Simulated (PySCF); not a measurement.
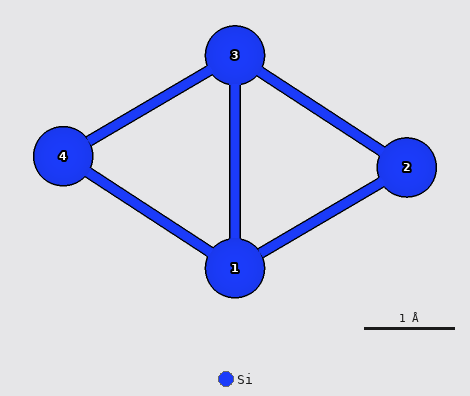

Figure 1. The input geometry (ball-and-stick view, seen at a tilt; atoms are numbered from 1 in the order of the input). Bond lengths as drawn: Si–Si 2.31 to 2.39 Å.

## Run report: Si4, frequency calculation

The run: frequency calculation of Si4. Method and program: RKS-based PBE0, Si def2-TZVP; non-relativistic Hamiltonian; density fitting (PySCF 2.14.0).

The input:
```python
from pyscf import gto, scf, dft
mol = gto.M(atom='''
Si     0.855027     0.835609     0.000000
Si    -1.378742     1.410782     0.000000
Si    -0.855027    -0.835609    -0.000000
Si     1.378742    -1.410782    -0.000000''',
    basis={'Si': 'def2-TZVP'},
    charge=0, spin=0)
mf = dft.RKS(mol, xc='PBE0')
mf.grids.atom_grid = (75, 302)
aux = {'Si': 'def2-universal-JKFIT'}
mf = mf.density_fit(auxbasis=aux)
mf.conv_tol = 1e-09
mf.diis_space = 10
mf.max_cycle = 60
mf.verbose = 4
mf.kernel()
```

The script is an equivalent of the set-up of the self-consistent field. The run itself was carried out by a driver, which started from the orbitals of the step before it where there was one and computed the further properties.

Machine: 4 threads of Arm Neoverse V2, 24 GiB of memory available, shared host.

Launched with:
```bash
OMP_NUM_THREADS=4 python axn.py task.json out
```

The program's output:
```
init E= -1157.43990902762
  HOMO = -0.234257810699596  LUMO = -0.136849100610801  gap/eV = 2.65063
cycle= 1 E= -1157.43990902758  delta_E= 4.82e-11  |g|= 1.08e-05  |ddm|= 1.51e-05
  HOMO = -0.234257576591196  LUMO = -0.136848869203398  gap/eV = 2.65063
cycle= 2 E= -1157.43990902723  delta_E= 3.46e-10  |g|= 2.94e-05  |ddm|= 4.03e-05
  HOMO = -0.23425763244805  LUMO = -0.136848924852716  gap/eV = 2.65063
cycle= 3 E= -1157.43990902763  delta_E= -4.01e-10  |g|= 1.2e-06  |ddm|= 2.95e-05
  HOMO = -0.234257666460724  LUMO = -0.136848958538884  gap/eV = 2.65063
cycle= 4 E= -1157.43990902763  delta_E= -9.09e-13  |g|= 2.44e-07  |ddm|= 1.46e-06
  HOMO = -0.234257702174113  LUMO = -0.136848993560333  gap/eV = 2.65063
Extra cycle  E= -1157.43990902763  delta_E= 1.36e-12  |g|= 5.14e-07  |ddm|= 8.23e-07
converged SCF energy = -1157.43990902763
```

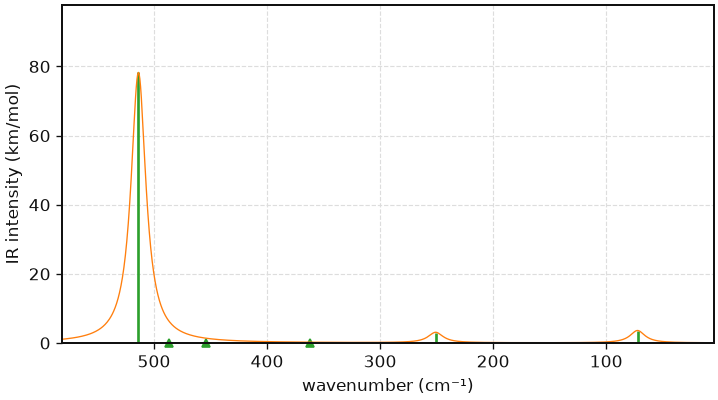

Figure 2. Harmonic infrared spectrum, unscaled: sticks (degenerate modes added up, dark ones marked on the axis) with a Lorentzian envelope of 16 cm⁻¹ full width, scaled to the tallest stick. 6 modes from 72 to 514 cm⁻¹, none imaginary. The strongest line is at 514 cm⁻¹ (78 km/mol). All modes, in cm⁻¹ (km/mol): 72 (3.6), 251 (3.0), 362 (0.0), 454 (0.0), 486 (0.0), 514 (78).

Results in brief:

```json
{"quantity": "outcome", "value": "converged"}
{"quantity": "total energy", "value": "−1157.439909 hartree"}
{"quantity": "HOMO", "value": "−6.37 eV"}
{"quantity": "LUMO", "value": "−3.72 eV"}
{"quantity": "zero-point energy", "value": "0.004873 hartree"}
{"quantity": "dipole moment", "value": "0.00 D"}
{"quantity": "wavenumbers, lowest and highest", "value": "72 and 514 cm⁻¹"}
{"quantity": "wall time", "value": "28 s (CPU time 91 s)"}
{"quantity": "peak memory", "value": "1.6 GiB"}
```
